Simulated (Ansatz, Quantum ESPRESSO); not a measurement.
# CsH (Fm-3m): a worked LO-TO splitting

How high does the longitudinal optical mode of CsH (Fm-3m) lie, given the transverse one, the Born charge and ε∞?

Calculated with Quantum ESPRESSO 7.5; DFT LDA, scalar-relativistic, plane waves, PseudoDojo norm-conserving pseudopotentials.

The database entry behind the starting cell differs from later determinations by our own check (0.1 to 0.3 % short, probably kX units), so it need not match the best structure at ambient conditions.

**1. The relaxed structure**

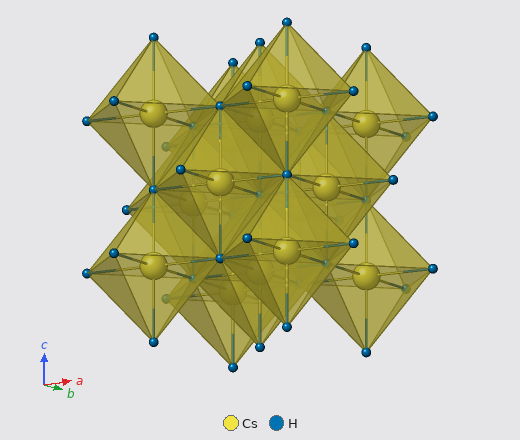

The starting structure, seen from a free direction (caesium yellow, hydrogen blue). This picture shows the conventional cell, with its axes. Some periodic images of atoms are drawn too.

This is the cell after its relaxation at this level of theory, not the database cell from which that began.

**2. What the response run gave**

A linear-response run on the relaxed cell, with the response to an electric field; only its zone-centre results are used. Cutoff 74 Ry, k mesh 6×6×6.

What it wrote:

```text
[banners, grids, parts of the stress and lines that vanish by symmetry left out]
Program PHONON v.7.5
     Reading xml data from directory:

[...]
Exchange-correlation= PW
                           (   1   4   0   0   0   0   0)
[...]
(   3 q-points):
[...]
kinetic-energy cut-off    =      74.0000  Ry
     charge density cut-off    =     296.0000  Ry
     convergence threshold     =      1.0E-18
[...]
Exchange-correlation= PW
                           (   1   4   0   0   0   0   0)
[...]
q = (   0.0000000   0.0000000   0.0000000 )
     49 Sym.Ops. (with q -> -q+G )
     G cutoff =  994.4307  (  32743 G-vectors)     FFT grid: ( 45, 45, 45)
     number of k points=    16
[...]
Mode symmetry, O_h (m-3m)  point group:
[...]
Dielectric constant
[...]
End of electric fields calculation
          Dielectric constant in cartesian axis
          (       3.644742264       0.000000000       0.000000000 )
          (       0.000000000       3.644742264      -0.000000000 )
          (       0.000000000      -0.000000000       3.644742264 )
          Effective charges (d Force / dE) in cartesian axis without acoustic sum rule applied (asr)
           atom    1  Cs    Mean Z*:        1.15462
      Ex  (        1.15462        0.00000        0.00000 )
      Ey  (        0.00000        1.15462       -0.00000 )
      Ez  (        0.00000       -0.00000        1.15462 )
           atom    2  H     Mean Z*:       -1.15900
      Ex  (       -1.15900        0.00000       -0.00000 )
      Ey  (        0.00000       -1.15900       -0.00000 )
      Ez  (        0.00000       -0.00000       -1.15900 )
          Effective charges Sum: Mean:       -0.00437
[...]
Effective charges (d Force / dE) in cartesian axis with asr applied:
           atom    1  Cs    Mean Z*:        1.15681
[...]
atom    2  H     Mean Z*:       -1.15681
[...]
Representation #   1 modes #   1   2   3
[...]
End of self-consistent calculation
     Convergence has been achieved
     Representation #   2 modes #   4   5   6
[...]
End of self-consistent calculation
     Convergence has been achieved
[...]
Dielectric constant in cartesian axis
          (       3.644742264       0.000000000       0.000000000 )
          (       0.000000000       3.644742264      -0.000000000 )
          (       0.000000000      -0.000000000       3.644742264 )
          Effective charges (d Force / dE) in cartesian axis without acoustic sum rule applied (asr)
           atom    1  Cs    Mean Z*:        1.15462
[...]
q = (    0.000000000   0.000000000   0.000000000 )
[...]
freq (    1) =       0.026553 [THz] =       0.885715 [cm-1]
     freq (    2) =       0.026553 [THz] =       0.885715 [cm-1]
     freq (    3) =       0.026553 [THz] =       0.885715 [cm-1]
     freq (    4) =      13.556892 [THz] =     452.209251 [cm-1]
     freq (    5) =      13.556892 [THz] =     452.209251 [cm-1]
     freq (    6) =      13.556892 [THz] =     452.209251 [cm-1]
[...]
Mode symmetry, O_h (m-3m)  point group:
     freq (   1-   3) =          0.9  [cm-1]   --> T_1u G_15  G_4- I
     freq (   4-   6) =        452.2  [cm-1]   --> T_1u G_15  G_4- I
[...]
Mode symmetry, D_3d (-3m)  point group:
[...]
Representation #   1 mode #   1
[...]
End of self-consistent calculation
     Convergence has been achieved
     Representation #   2 modes #   2   3
[...]
End of self-consistent calculation
     Convergence has been achieved
     Representation #   3 mode #   4
[...]
Convergence has been achieved
     Representation #   4 modes #   5   6
[...]
Convergence has been achieved
[...]
q = (    0.500000000  -0.500000000   0.500000000 )
[...]
freq (    1) =       1.253410 [THz] =      41.809264 [cm-1]
     freq (    2) =       1.253410 [THz] =      41.809264 [cm-1]
     freq (    3) =       1.920988 [THz] =      64.077255 [cm-1]
     freq (    4) =      17.007829 [THz] =     567.320100 [cm-1]
     freq (    5) =      17.007829 [THz] =     567.320100 [cm-1]
     freq (    6) =      22.175962 [THz] =     739.710463 [cm-1]
[...]
Mode symmetry, D_3d (-3m)  point group:
     freq (   1-   2) =         41.8  [cm-1]   --> E_u  L_3'
     freq (   3-   3) =         64.1  [cm-1]   --> A_2u L_2'
     freq (   4-   5) =        567.3  [cm-1]   --> E_g  L_3
     freq (   6-   6) =        739.7  [cm-1]   --> A_1g L_1
[...]
Mode symmetry, D_4h(4/mmm) point group:
[...]
Representation #   1 mode #   1
[...]
Convergence has been achieved
     Representation #   2 mode #   2
[...]
Convergence has been achieved
     Representation #   3 modes #   3   4
[...]
End of self-consistent calculation
     Convergence has been achieved
     Representation #   4 modes #   5   6
[...]
End of self-consistent calculation
     Convergence has been achieved
[...]
q = (    0.000000000  -1.000000000   0.000000000 )
[...]
freq (    1) =       0.821379 [THz] =      27.398265 [cm-1]
     freq (    2) =       0.821379 [THz] =      27.398265 [cm-1]
     freq (    3) =       1.716097 [THz] =      57.242840 [cm-1]
     freq (    4) =      14.140787 [THz] =     471.685893 [cm-1]
     freq (    5) =      14.140787 [THz] =     471.685893 [cm-1]
     freq (    6) =      15.557643 [THz] =     518.947110 [cm-1]
[...]
Mode symmetry, D_4h(4/mmm) point group:
     freq (   1-   2) =         27.4  [cm-1]   --> E_u  X_5' M_5'
     freq (   3-   3) =         57.2  [cm-1]   --> A_2u X_4' M_4'
     freq (   4-   5) =        471.7  [cm-1]   --> E_u  X_5' M_5'
     freq (   6-   6) =        518.9  [cm-1]   --> A_2u X_4' M_4'

   JOB DONE.
```

| quantity | value |
| --- | --- |
| cell volume Ω (Å³) | 56.586 |
| mass of Cs (u) | 132.905 |
| mass of H (u) | 1.008 |
| Born charge of Cs, raw (e) | 1.155 |
| Born charge of H, raw (e) | -1.159 |
| ε∞ | 3.645 |
| ω(TO) after the sum rule (cm⁻¹) | 452.2 |

**3. The calculation**

The charges must sum to zero over the cell; taking off their mean, -0.002 e, leaves Z* = 1.157 e on Cs. In the polar mode Cs moves against H, so the reduced mass is μ = 132.91 × 1.01 / 133.91 = 1.000 u.

A longitudinal wave builds up a field that adds to the restoring force: ω(LO)² = ω(TO)² + 4π Z*² / (μ Ω ε∞), in Hartree atomic units. With μ = 1824 electron masses and Ω = 381.86 bohr³ the second term is 6.6255e-06 Ha², or 319147 cm⁻² (1 Ha = 219474.6 cm⁻¹).

So ω(LO) = √(204485 + 319147) = 723.6 cm⁻¹, and by the Lyddane-Sachs-Teller relation ε₀ = ε∞ (ω(LO)/ω(TO))² = 9.33.

**4. Check against the program**

The analysis program adds the same non-analytic term to the full matrix, here for q along (1 0 0).

What it wrote:

```text
[banner, memory and clock lines left out]
Program DYNMAT v.7.5

     Reading Dynamical Matrix from file x.dyn1
     ...Force constants read
     ...epsilon and Z* read

     Polarizability (A^3 units)
     multiply by 0.531468 for Clausius-Mossotti correction
        11.909149    0.000000    0.000000
         0.000000   11.909149   -0.000000
         0.000000   -0.000000   11.909149

     IR activities are in (D/A)^2/amu units

# mode   [cm-1]    [THz]      IR
    1     -0.00   -0.0000    0.0000
    2     -0.00   -0.0000    0.0000
    3     -0.00   -0.0000    0.0000
    4    452.20   13.5565   30.8613
    5    452.20   13.5565   30.8613
    6    723.62   21.6937   30.8613
```

ε₀ comes from the program's run without a direction of q.

| quantity | by hand | program |
| --- | --- | --- |
| ω(LO) (cm⁻¹) | 723.6 | 723.6 |
| ε₀ | 9.33 | 9.33 |

**5. What came out**

| Quantity | Value |
| --- | --- |
| TO mode | 452.2 cm⁻¹ |
| LO mode | 723.6 cm⁻¹ |
| static dielectric constant | 9.333 |

What this shows: The LO mode of CsH (Fm-3m) lies at 724 cm⁻¹, 271 cm⁻¹ above the TO mode; the formula meets the program within 0.1 cm⁻¹, as it must for a cubic crystal with one polar mode. ω(LO)² − ω(TO)² goes with Z*²/ε∞: an error of 5 % in ε∞ would move the LO mode by 10.6 cm⁻¹, and semilocal functionals tend to overestimate ε∞. These are harmonic values at zero temperature, at the volume of this functional, for the structure held cubic; stability elsewhere in the zone is no part of this calculation.

[Host names and launcher messages were left out of these logs when they were recorded.]

[Logs are printed without paths, hosts, clocks, repeated set-up lines and the standing remarks that a program may print on its own settings, such as how far it seeks lower states.]

[Hosts, paths, dates, database ids (printed as entryN), source tags and the programs' standing remarks are cut or masked in the printed files.]
